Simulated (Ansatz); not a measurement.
**Frequency calculation, with input and output: C2H3ClOSi**

System: C2H3ClOSi.
Method: RKS PBE/6-31G* (Ansatz 0.2.0).

It belongs to a series of runs on one base structure; here: vibrations at the highest image of the band. Figures and captions count atoms from 1; the log counts them from 0 in places.

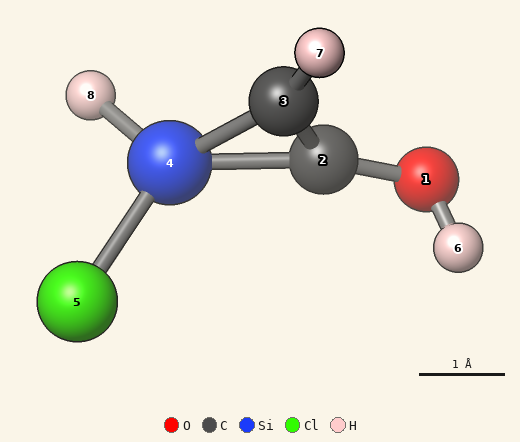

The input geometry (ball-and-stick view, seen at a tilt; atoms are numbered from 1 in the order of the input). Bond lengths as drawn: Cl–Si 2.09 Å, C–C 1.36 Å, C–H 1.10 Å, C–O 1.37 Å, C–Si 1.83 Å, H–O 0.98 Å and H–Si 1.49 Å.

### Input file
```yaml
crystal:
  periodic: [false, false, false]
  atoms:
    - { symbol: O, position_ang: [1.519197, 0.987063, 0.993486] }
    - { symbol: C, position_ang: [0.459867, 0.411831, 0.35217] }
    - { symbol: C, position_ang: [-0.843935, 0.169592, 0.631304] }
    - { symbol: Si, position_ang: [-0.411659, -0.313348, -1.079279] }
    - { symbol: Cl, position_ang: [-0.232721, -2.316658, -1.646132] }
    - { symbol: H, position_ang: [1.993295, 0.293533, 1.497313] }
    - { symbol: H, position_ang: [-1.512115, 0.294878, 1.490804] }
    - { symbol: H, position_ang: [-0.879729, 0.416109, -2.295465] }
basis:
  gaussian: { orbitals: "6-31G*" }
hamiltonian:
  xc: pbe
phonons: {}
```

Hardware: 1 thread of Arm Neoverse V1, 24 GiB of memory available, shared host.

Command:
```bash
ansatz run input.yaml --threads 1 --pin off --max-ram 2048MiB --backend cpu --events-out ev --progress --plain --runs-dir out
```

### What the program printed
```
Engine: ansatz 0.2.0, aarch64-unknown-linux-gnu
Functional definition: PBE
  parameter kappa = 0.804
  parameter beta = 0.06672455060314922
  exchange = pbe_x(kappa = kappa, mu = beta*pi^2/3)
  correlation = pbe_c(beta = beta)
1022 factors; their error is unknown
mean field evaluation 1: about -24546.7197 eV, gradient 5.7e1 eV
mean field evaluation 2: about -24518.4399 eV, gradient 1.1e2 eV
mean field evaluation 4: about -24553.8420 eV, gradient 1.2e1 eV
mean field evaluation 8: about -24554.1738 eV, gradient 1.9e-1 eV
mean field evaluation 16: about -24554.0974 eV, gradient 4.4e-4 eV
mean field -24554.09742829 eV, -902.3464371245 hartree, gradient 1.6e-5 eV, S^2 0.000000; 0 other end points of the search recorded, 0 dependent functions left out
the calculation of the forces begins
reference -24554.09745953 eV, -902.3464382727 hartree; 27, 27 occupied and 62, 62 virtual orbitals, 1022 factors
these checks for a lower state are left out or cut short: stability, starts, cluster_reference, orbital_swaps, neighbouring_geometries, increment
1022 factors; their error is unknown
mean field -24554.09731644 eV, -902.3464330143 hartree, gradient 1.0e-6 eV, S^2 0.000000; 0 other end points of the search recorded, 0 dependent functions left out
[... from here on the field's lines of each further geometry are left out, up to the last ...]
the calculation of the forces begins
reference -24554.09742052 eV, -902.3464368390 hartree; 27, 27 occupied and 62, 62 virtual orbitals, 1022 factors
these checks for a lower state are left out or cut short: stability, starts, cluster_reference, orbital_swaps, neighbouring_geometries, increment
1022 factors; their error is unknown
mean field -24554.09739061 eV, -902.3464357400 hartree, gradient 2.1e-6 eV, S^2 0.000000; 0 other end points of the search recorded, 0 dependent functions left out
the calculation of the forces begins
reference -24554.09742186 eV, -902.3464368882 hartree; 27, 27 occupied and 62, 62 virtual orbitals, 1022 factors
WARN: phonons: modes at or below zero, which the zero-point energy, F, S and C_V leave out: 1, the lowest at -515.10 cm⁻¹. A minimum has none, and a first-order saddle one
Total energy: -24554.09745953 eV, -902.3464382727 hartree
Atom 0 at     1.519197     0.987063     0.993486 Å, force    -0.002025    -0.003640    -0.001795 eV/Å
Atom 1 at     0.459867     0.411831     0.352170 Å, force     0.000770     0.003042     0.002784 eV/Å
Atom 2 at    -0.843935     0.169592     0.631304 Å, force     0.000149    -0.000634    -0.000802 eV/Å
Atom 3 at    -0.411659    -0.313348    -1.079279 Å, force     0.000545     0.000174    -0.001005 eV/Å
Atom 4 at    -0.232721    -2.316658    -1.646132 Å, force     0.000009     0.000056     0.000301 eV/Å
Atom 5 at     1.993295     0.293533     1.497313 Å, force     0.000744     0.001028     0.000189 eV/Å
Atom 6 at    -1.512115     0.294878     1.490804 Å, force     0.000001     0.000160     0.000558 eV/Å
Atom 7 at    -0.879729     0.416109    -2.295465 Å, force    -0.000193    -0.000186    -0.000231 eV/Å
Dipole moment:     0.071206     0.096947     0.361451 e Å
Vibrations: -515.10 124.05 212.61 336.09 404.77 497.85 569.48 639.08 754.82 797.62 831.54 989.62 1104.37 1186.95 1602.83 2208.42 3128.14 3625.35 cm⁻¹, zero-point energy 1.178692 eV
```

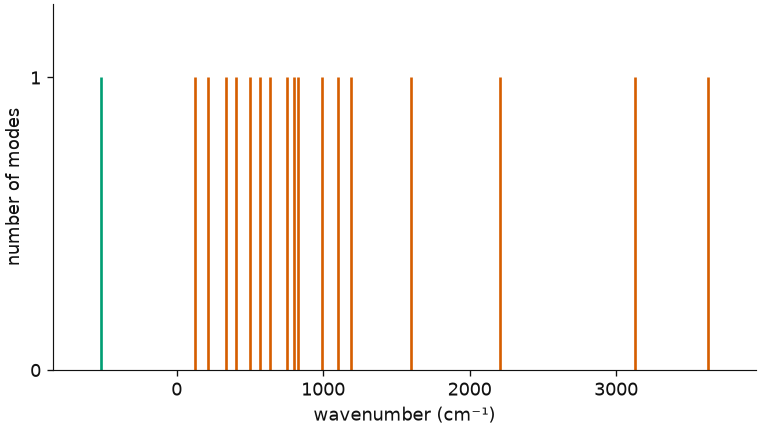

Harmonic vibrational wavenumbers from the force constants; neighbouring modes closer than 19 cm⁻¹ are counted in one stick, and imaginary ones are drawn at negative wavenumbers. 18 modes from 515i to 3625 cm⁻¹, 1 imaginary beyond 8i (515i cm⁻¹): a first-order saddle point, if the geometry is stationary.

### Summary

- outcome: converged
- total energy: −24554.0975 eV
- mean-field energy: −24554.0975 eV
- largest force (length of the vector): 0.005 eV/Å
- wall time: 90 s
- peak memory: 0.12 GiB
